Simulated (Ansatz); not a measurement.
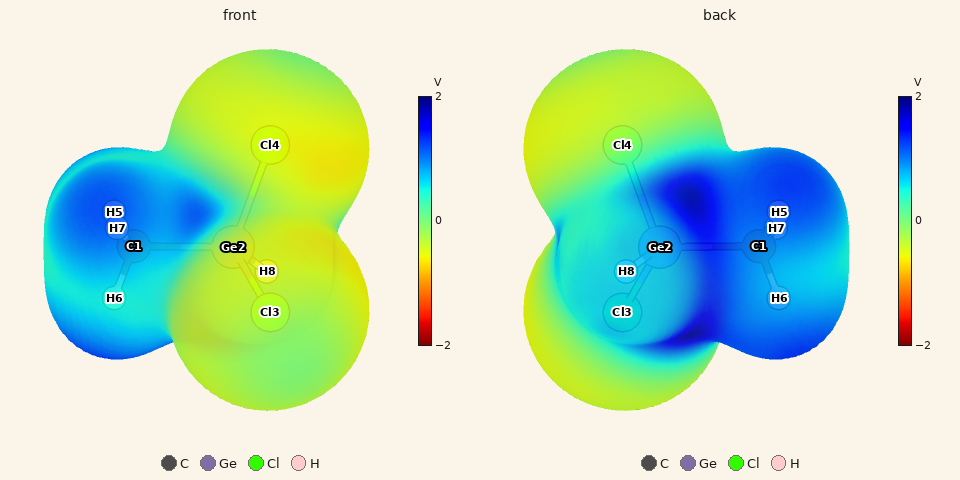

*CH₄Cl₂Ge (SMILES [CH3][GeH]([Cl])[Cl]). The molecular electrostatic potential painted on the density surface at 0.002 e/bohr³, seen from the front and from behind; red is negative and blue positive.*

Geometry: PBE0-D4/def2-TZVP.

Computed with RKS PBE0-D4/def2-TZVPP (Ansatz).

```yaml
atoms:
  - { symbol: C, position_ang: [-0.1880, 1.0608, -0.1355] }
  - { symbol: Ge, position_ang: [0.0417, -0.8244, 0.2119] }
  - { symbol: Cl, position_ang: [2.0772, -1.1778, 0.8029] }
  - { symbol: Cl, position_ang: [-0.2955, -1.9112, -1.6109] }
  - { symbol: H, position_ang: [-1.2089, 1.2498, -0.4690] }
  - { symbol: H, position_ang: [0.0117, 1.6278, 0.7744] }
  - { symbol: H, position_ang: [0.5102, 1.3669, -0.9140] }
  - { symbol: H, position_ang: [-0.8563, -1.4491, 1.2843] }
```

Describe the electrostatic potential map.

The most negative region (about −0.6 V) lies over Cl3 and Cl4, the most positive (about +1.8 V) over Ge2.
